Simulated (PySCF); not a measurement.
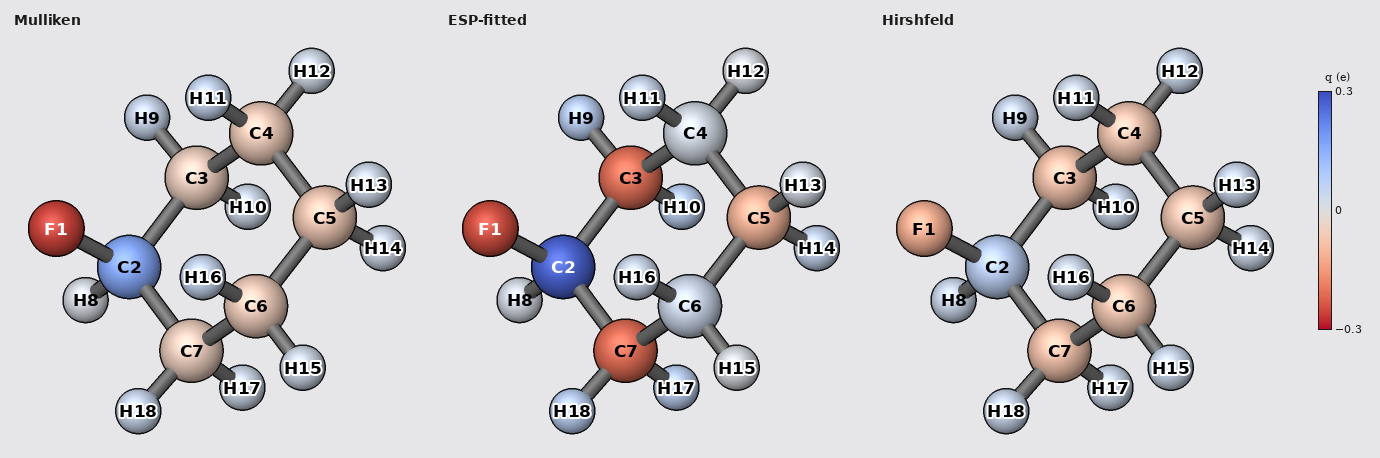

Atomic charges of one calculation by 3 schemes, on one colour scale. Computed geometry: PBE0-D3(BJ)/def2-SVP optimisation. No frequency run is at hand to confirm it as a minimum. Level of theory: PBE0/cc-pVDZ (PySCF 2.14.0).

Question. Which scheme gives the most polar picture (largest mean size of the charges)?

Answer. The ESP-fitted charges are the largest in size here, and the Hirshfeld charges the smallest.

Question. On which atom do the schemes disagree most?

Answer. On C2 (from 0.06 to 0.27 e).

List the charges (e), one line for each set of equivalent atoms.

| atom | Mulliken | ESP-fitted | Hirshfeld |
| --- | --- | --- | --- |
| F1 | −0.25 | −0.24 | −0.11 |
| C2 | 0.16 | 0.27 | 0.06 |
| C3, C7 | −0.05 | −0.20 | −0.07 |
| C4, C6 | −0.05 | 0.02 | −0.07 |
| C5 | −0.06 | −0.10 | −0.06 |
| H8 | 0.01 | 0.02 | 0.04 |
| H9, H18 | 0.04 | 0.06 | 0.04 |
| H10, H17 | 0.03 | 0.06 | 0.04 |
| H11, H16 | 0.04 | 0.04 | 0.03 |
| H12, H15 | 0.03 | 0.01 | 0.04 |
| H13 | 0.03 | 0.02 | 0.04 |
| H14 | 0.03 | 0.04 | 0.03 |
